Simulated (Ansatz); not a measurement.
## Electronic structure of CH$_{3}$GaO in real space

Input

```
crystal:
  periodic: [false, false, false]
  atoms:
    - {symbol: Ga, position_ang: [-0.012696, 0.004169, -0.858627]}
    - {symbol: C, position_ang: [0.014500, 0.010286, 1.357743]}
    - {symbol: O, position_ang: [0.037984, -0.015867, 2.476619]}
    - {symbol: H, position_ang: [1.553983, 0.005402, -1.003994]}
    - {symbol: H, position_ang: [-0.802453, 1.355491, -1.008590]}
    - {symbol: H, position_ang: [-0.791328, -1.359479, -0.963151]}
basis:
  gaussian: {orbitals: def2-TZVP, initial_orbitals: start.molden}
hamiltonian: {xc: pbe0, dispersion: d4}
output: {orbitals: {seedname: orbitals}}
```

Command:

```sh
ansatz run in.yaml --threads 4 --pin off --events-out ev --progress --plain --max-ram 3916MiB
```

Geometry: PBE0-D4/def2-TZVP.

Computed with Ansatz 0.2.0, RKS PBE0-D4/def2-TZVP.

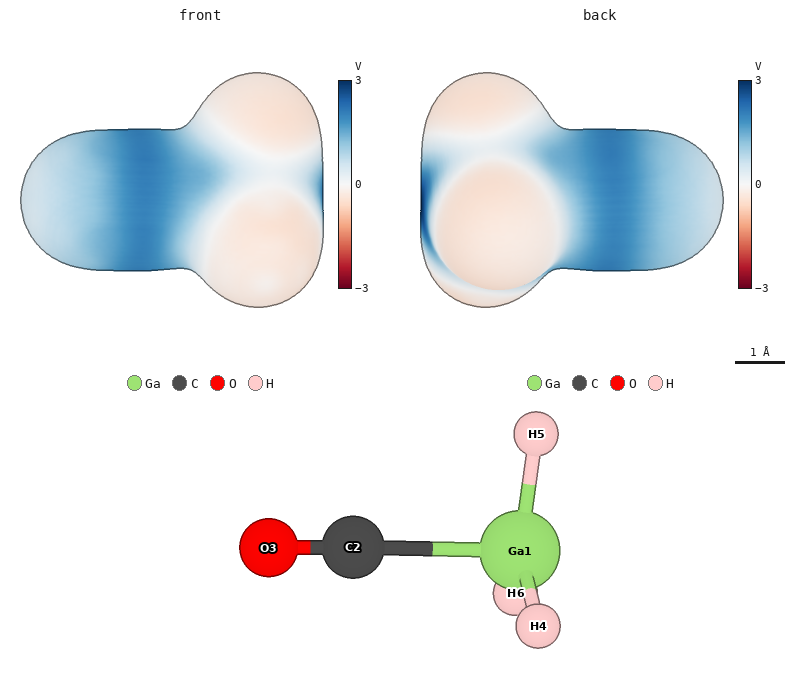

Figure 1. The electrostatic potential painted on the density surface at 0.004 e/bohr³, seen from the front and from behind; red is negative and blue positive. The bare structure is drawn below in the same view.

Describe the electrostatic potential map.

Answer. The most negative region (about −0.4 V, or −9 kcal/mol for a unit charge) lies over H4, H5 and H6, the most positive (about +2.7 V, or +62 kcal/mol for a unit charge) over Ga1.

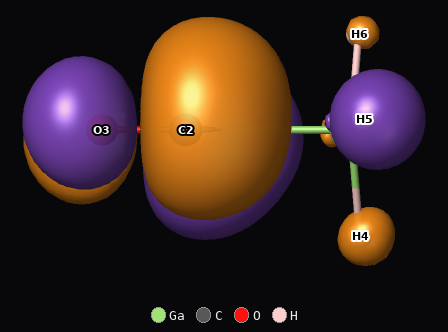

Figure 2. The LUMO at ±0.08 Å⁻³ᐟ² (orange and purple are the two phases), seen from one side.

What is the character of this orbital?

Answer. It lies mainly on C2 (about 55 %), O3 (about 30 %) and Ga1 (about 10 %); π-antibonding (π*) across C2–O3. It is one of a degenerate set, so its orientation is arbitrary. Its energy is −1.91 eV.

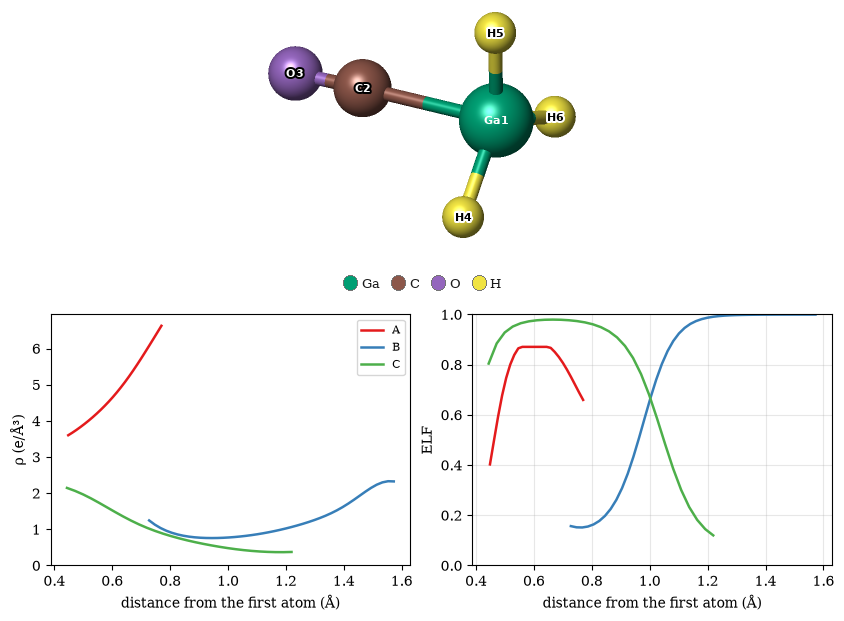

Figure 3. Electron density and ELF along straight lines between neighbouring atoms. The curves leave out the atomic cores. The structure is drawn too.

Which curve belongs to which contact (C–Ga, C–O and Ga–H)? The first atom named is at distance zero.

Answer. Curve A: C–O (1.12 Å): ρ at the midpoint is about 4.3 e/Å³; the ELF peaks at about 0.85 between the atoms: a short, multiple covalent bond. Curve B: Ga–H (1.57 Å): the density is about 0.96 e/Å³ at the midpoint; the ELF climbs to about 1 towards the hydrogen. Curve C: C–Ga (2.22 Å): ρ is about 0.39 e/Å³ halfway; the ELF peaks at about 1 in the valence shell of C, 0.7 Å from its nucleus, and is about 0.30 at the midpoint.
